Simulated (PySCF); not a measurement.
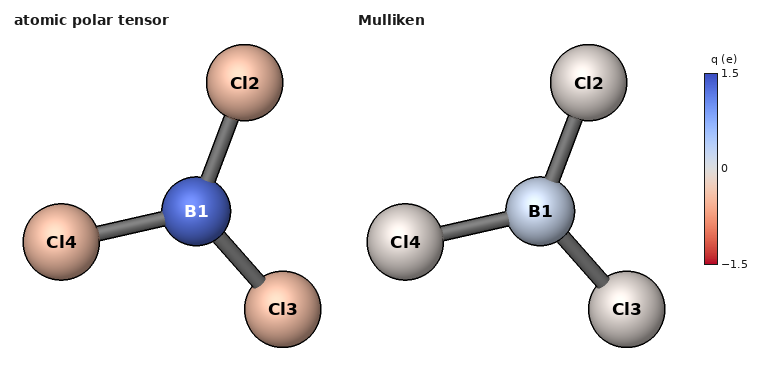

Atomic charges of one calculation by 2 schemes, on one colour scale. The computed structure is the end point of a BP86/def2-TZVP optimisation. Level of theory: BP86/def2-TZVP (PySCF 2.14.0).

Question: Which scheme gives the most polar picture (largest mean size of the charges)?

Answer: The atomic polar tensor charges are the largest in size here.

List the charges (e), one line for each set of equivalent atoms.

| atom | atomic polar tensor | Mulliken |
| --- | --- | --- |
| B1 | 1.25 | 0.21 |
| Cl2, Cl3, Cl4 | −0.42 | −0.07 |
